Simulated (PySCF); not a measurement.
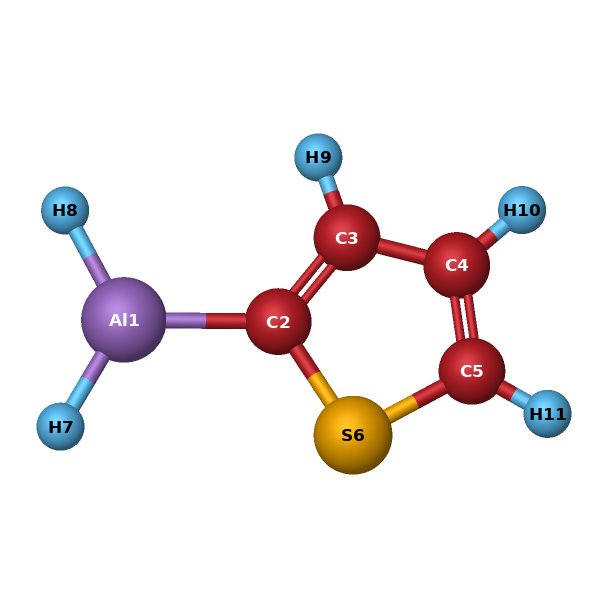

Computed geometry: PBE0-D3(BJ)/def2-SVP optimisation. No frequency run is at hand to confirm it as a minimum. Method: delta-SCF UKS SCAN, def2-TZVP on the ionised atom, pcseg-1 elsewhere, spin-free X2C (PySCF 2.14.0).

Give the core-electron binding energies (to vacuum; p and d levels without spin–orbit splitting) of Al1 1s, Al1 2p, C2 1s, C3 1s, C4 1s, C5 1s, S6 1s, S6 2p.

```tsv
atom	level	binding energy (eV)
Al1	1s	1569.4
Al1	2p	80.5
C2	1s	290.4
C3	1s	290.7
C4	1s	290.8
C5	1s	291.1
S6	1s	2481.9
S6	2p	170.7
```
